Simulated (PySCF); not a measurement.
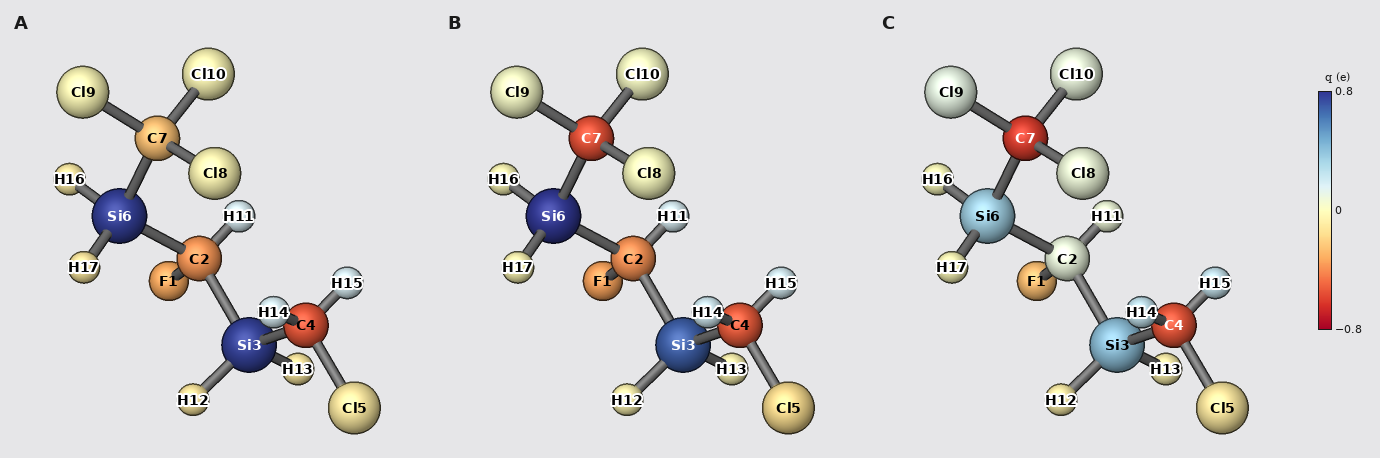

Atomic charges of one calculation by 3 schemes, on one colour scale. The geometry was computed by an optimisation with GFN2-xTB. No frequency run is at hand to confirm it as a minimum. Computed with PBE0/pcSseg-1 (PySCF 2.14.0).

The schemes are ESP-fitted, IAO, Mulliken. Which panel shows which?

A IAO, B Mulliken, C ESP-fitted.

List the charges (e), one line for each set of equivalent atoms.

```csv
atom,IAO,Mulliken,ESP-fitted
F1,−0.32,−0.34,−0.26
C2,−0.37,−0.38,0.09
Si3,0.77,0.69,0.40
C4,−0.53,−0.52,−0.54
Cl5,−0.09,−0.16,−0.10
Si6,0.77,0.79,0.35
C7,−0.25,−0.55,−0.60
Cl8,−0.03,0.01,0.08
Cl9,−0.02,0.03,0.11
Cl10,−0.03,0.02,0.09
H11,0.16,0.17,0.08
H12,−0.11,−0.05,−0.07
H13,−0.10,−0.04,−0.06
H14,0.17,0.20,0.24
H15,0.17,0.18,0.23
H16,−0.09,−0.02,0.00
H17,−0.10,−0.04,−0.02
```

The geometry is semi-empirical. Around Si such bond lengths and angles can be off by a tenth of an ångström or more and by several degrees, and values that hang on the shape move with them.
